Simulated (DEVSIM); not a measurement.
Structure: Mo/Al2O3/p-Si capacitor, at 400 K.

```
layer (left to right)  material  thickness (nm)  Na (cm⁻³)
---------------------  --------  --------------  ---------
1                         Al2O3            4.90          -
2                            Si           10000       6e15
```

Metal gate on the left, work function 4.6 eV. Fixed charge at the semiconductor interface -9.6e11 cm⁻² (in units of +e); no interface traps.

The device is made up for the run: typed textbook-type constants, with dimensions and the other settings drawn at random. Values at 300 K; Nc and Nv go as T^1.5, mobilities as T to minus their exponent, the gap by Varshni's rule with the affinity fixed.

| parameter | Al2O3 | Si |
|---|---|---|
| gap (eV) | 6.8 | 1.124 |
| affinity (eV) | 1.35 | 4.05 |
| permittivity | 9 | 11.7 |
| Nc (cm⁻³) | - | 2.86e19 |
| Nv (cm⁻³) | - | 3.1e19 |
| Varshni α (eV/K) | - | 0.000473 |
| Varshni β (K) | - | 636 |

DEVSIM, 1D Poisson equation in equilibrium, Boltzmann statistics, complete ionisation; no quantum confinement or tunnelling. Metal contacts follow the ideal Schottky-Mott rule: no Fermi-level pinning, no interface dipoles.

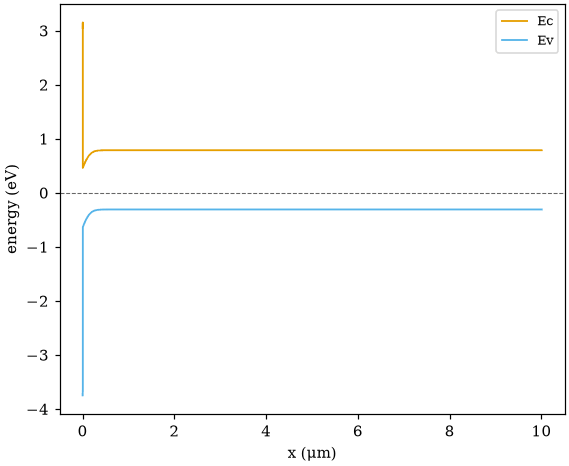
*Band edges at 0.2 V on the gate*

Energies count from the Fermi level of the right contact; mesh points crowd at the junctions.

| x (μm) | Ec (eV) | Ev (eV) | n (cm⁻³) | p (cm⁻³) | field (V/cm) |
|---|---|---|---|---|---|
| 0.000 | 3.050 | -3.750 | < 1e2 | < 1e2 | 220000 |
| 0.001243 | 3.078 | -3.722 | < 1e2 | < 1e2 | 220000 |
| 0.003065 | 3.119 | -3.682 | < 1e2 | < 1e2 | 220000 |
| 0.004517 | 3.151 | -3.649 | < 1e2 | < 1e2 | 220000 |
| 0.006447 | 0.463 | -0.633 | 6.5e13 | 5.0e11 | 23000 |
| 0.01006 | 0.471 | -0.625 | 5.1e13 | 6.3e11 | 23000 |
| 0.01848 | 0.490 | -0.606 | 2.9e13 | 1.1e12 | 22000 |
| 0.05041 | 0.556 | -0.541 | 4.4e12 | 7.4e12 | 19000 |
| 0.1126 | 0.657 | -0.440 | 2.3e11 | 1.4e14 | 13000 |
| 0.2578 | 0.767 | -0.330 | 9.6e9 | 3.3e15 | 3000 |
| 0.5967 | 0.787 | -0.310 | 5.4e9 | 6.0e15 | 14 |
| 1.881 | 0.787 | -0.310 | 5.4e9 | 6.0e15 | ≈ 0 |
| 4.384 | 0.787 | -0.310 | 5.4e9 | 6.0e15 | ≈ 0 |
| 7.552 | 0.787 | -0.310 | 5.4e9 | 6.0e15 | ≈ 0 |
| 9.204 | 0.787 | -0.310 | 5.4e9 | 6.0e15 | ≈ 0 |
| 9.662 | 0.787 | -0.310 | 5.4e9 | 6.0e15 | ≈ 0 |
| 9.864 | 0.787 | -0.310 | 5.4e9 | 6.0e15 | ≈ 0 |
| 9.945 | 0.787 | -0.310 | 5.4e9 | 6.0e15 | ≈ 0 |
| 9.986 | 0.787 | -0.310 | 5.4e9 | 6.0e15 | ≈ 0 |
| 9.998 | 0.787 | -0.310 | 5.4e9 | 6.0e15 | ≈ 0 |
| 10.00 | 0.787 | -0.310 | 5.4e9 | 6.0e15 | ≈ 0 |
| 10.01 | 0.787 | -0.310 | 5.4e9 | 6.0e15 | ≈ 0 |
